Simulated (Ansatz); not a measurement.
# Calculations on GaNH6

## 1. Relaxation

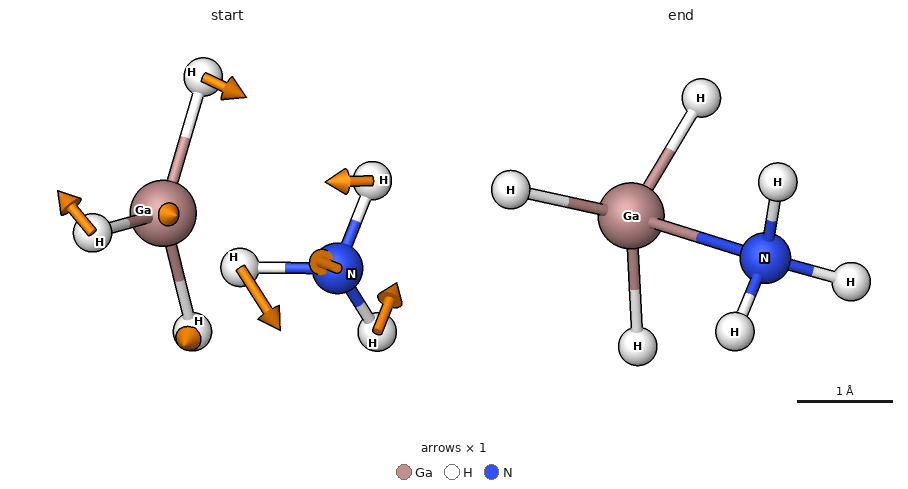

The structure of GaNH₆ before (left) and after (right) a relaxation, at one scale. The orange arrows give the displacements, at their true length.

A ball-and-stick model, seen from a free direction.

The run prepares an end point of a later path (reaction) calculation, from a guessed geometry.

These are results of RKS BHLYP-D4/def2-SVP (Ansatz), not measurements. (no spin polarisation; force threshold 0.03 eV/Å; at most 50 steps)

Summarise the run.

Answer. The atom that moves furthest after the best rigid fit is an H atom (0.81 Å). By element the largest moves are H 0.81 Å, N 0.66 Å, Ga 0.33 Å. Among the contacts that change: Ga–N 3.122 → 2.157 Å, H–N 1.032 → 1.013 Å, Ga–H 1.563 → 1.578 Å. New bonds form, among them: Ga–N (3.12 → 2.16 Å). Bond angles that change, for instance: H–Ga–H 120.9° → 117.9°, H–N–H 110.3° → 107.8°, H–Ga–H 120.0° → 117.9°. Over 20 accepted moves (23 points after the start) the energy falls by 104.5 kJ/mol. The largest force component goes from 1.1 to 0.012 eV/Å. The line search rejected the trial steps at points 10, 15, 22 of the run. The forces were under the threshold at step 9, but the run went on from there. Cost: 65 s on 1 thread of Arm Neoverse V1, on a shared host, peak memory 0.14 GiB.

## 2. Relaxation

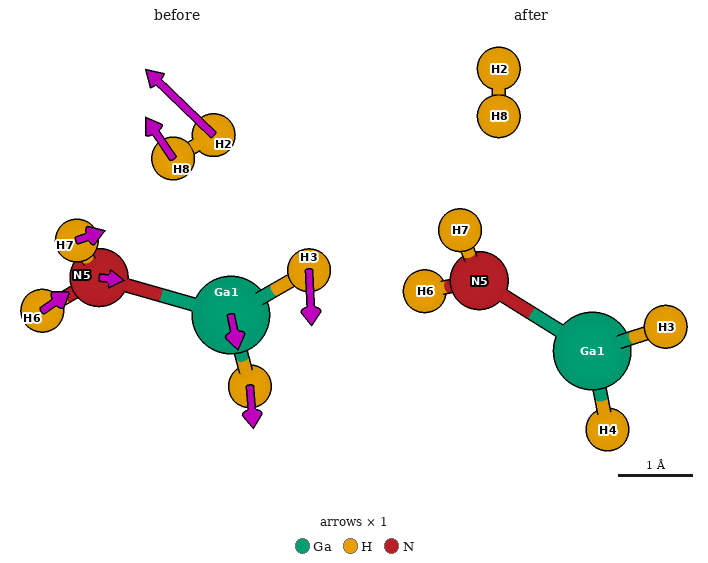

The structure of GaNH₆ before (left) and after (right) a relaxation, at one scale. The purple arrows give the displacements, at their true length.

The picture is a ball-and-stick view, seen at a tilt.

The run prepares an end point of a later path (reaction) calculation, from a guessed geometry.

The calculation used RKS BHLYP-D4/def2-SVP in Ansatz 0.2.0. (no spin polarisation; force threshold 0.03 eV/Å; at most 50 steps)

Describe what moved and what it gained.

Answer. After 17 accepted moves (19 points after the start) the energy has fallen by 0.217 eV. The largest force component goes from 1.7 to 0.029 eV/Å. The line search rejected the trial steps at points 3, 10 of the run. The forces were under the threshold at step 5, but the run went on from there. The largest move after the best rigid fit is that of H2, 1.34 Å. By element the largest moves are H 1.34 Å, Ga 0.57 Å, N 0.36 Å. Among the contacts that change: Ga1–N5 1.884 → 1.812 Å, H2–H8 0.717 → 0.756 Å.

Limits of the set-up: the start holds two separate molecules, 2.3 Å apart at their closest, whose relative position is a soft coordinate.

## 3. Path

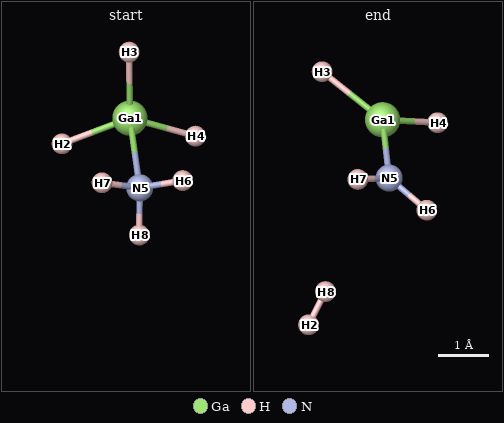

The two relaxed end points of a path for GaNH₆. The picture is a ball-and-stick view, seen from a free direction.

All numbers below come from Ansatz 0.2.0, RKS BHLYP-D4/def2-SVP.

Settings: 5 movable images; climbing image; force threshold 0.03 eV/Å; iteration limit 60.

Start:
```xyz
8

Ga    0.0252   -0.0062    0.1467
H     0.1824    0.8068    1.4900
H     1.2849   -0.1237   -0.7965
H    -1.4039   -0.0602   -0.5204
N     0.0649   -1.9974    0.9755
H    -0.0628   -2.6943    0.2521
H     0.9495   -2.1829    1.4321
H    -0.6709   -2.1202    1.6601
```

End:
```xyz
8

Ga    0.1237   -0.5783   -0.9003
H    -0.3500   -0.5345    3.5389
H     1.4575    0.1452   -1.2547
H    -1.2629   -0.3168   -1.5598
N     0.1920   -1.8286    0.4096
H    -0.5883   -2.3920    0.7015
H     1.0368   -2.1104    0.8773
H    -0.2394   -0.7627    2.8271
```

Question: Predict the minimum-energy path and its barrier.

Answer: The energy climbs by 1.86 eV to image 3 and then falls by 1.03 eV, so the end point sits at +0.83 eV. Breaking: Ga1–H2 (1.58 → 1.88 at the top → 4.46 Å), N5–H8 (1.01 → 1.42 at the top → 2.68 Å). Forming: H2–H8 (3.05 → 0.98 at the top → 0.76 Å). The band converged in 18 iterations, with a climbing image at the top.

Energies of the converged images:

```tsv
image	path (Å)	E (eV)
0	0.00	0.000
1	0.85	0.016
2	1.70	0.234
3	2.56	1.860
4	3.72	0.888
5	4.88	0.840
6	6.04	0.827
```

The geometry at the top of the path:

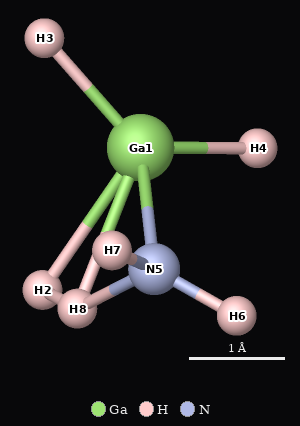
